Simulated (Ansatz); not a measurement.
These are PBE (plane waves to 420 eV, PAW; Ansatz, a quantum-chemistry and plane-wave program) values and carry that method's errors.

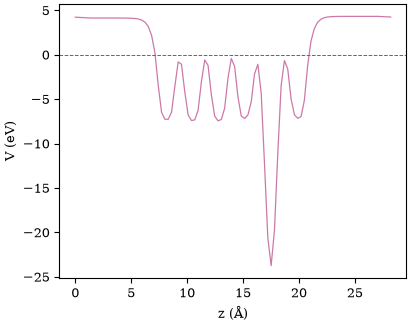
*Electrostatic potential energy of an electron, averaged over planes parallel to the surface, in eV from the Fermi level, for a constructed model of the (111) surface of fcc Al, a layer of Nb in place of the second plane (bottom of the slab: a bare face, its two planes held)*

Slab: 6 atoms, 12.2 Å thick at the start with caps and adatoms (thin: gaps and levels are the slab's own); k 15x15x1, smearing 0.1 eV, dipole-corrected; 2 atoms held, the rest relaxed; start symmetry kept, larger cells not searched; no spin, no spin-orbit, no U. In PBE it lies 0.12 eV a 1x1 cell over the lowest computed structure of the same composition (a layer of Nb in place of the third plane).

The vacuum level lies 4.33 eV above the Fermi level over the top face and 4.14 eV above it under the bottom face.
